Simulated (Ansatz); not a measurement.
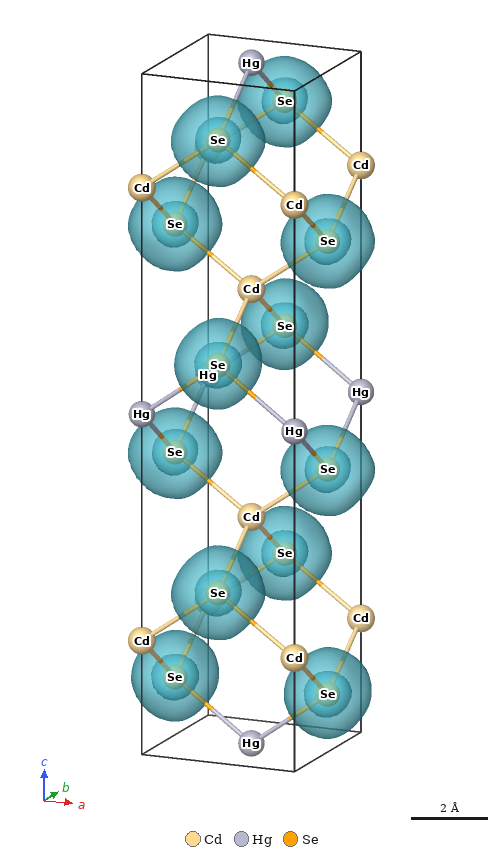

Figure. Cd2HgSe3. Isosurface of the electron localisation function at 0.7 (cyan), seen slightly off an axis. Only the valence region is drawn (cores and ρ < 0.01 e/Å³ removed). Sticks mark near contacts.

Space group I-4m2; a structure generated by program, which may or may not match a known phase.

Computed with DFT PBE, scalar-relativistic, plane waves, PAW in Ansatz.

### Describe the localisation domains.

The ELF exceeds this value in six regions wrapped around Se (the valence shell of each), counted in one cell of 12 atoms. Regions shared between cells count once.

Values along the shortest contacts:
Cd–Se (2.68 Å): the ELF is about 0.40 at the midpoint and 0.15 at its lowest between the atoms. Hg–Se (2.71 Å): the ELF is about 0.35 at the midpoint and 0.20 at its lowest between the atoms.
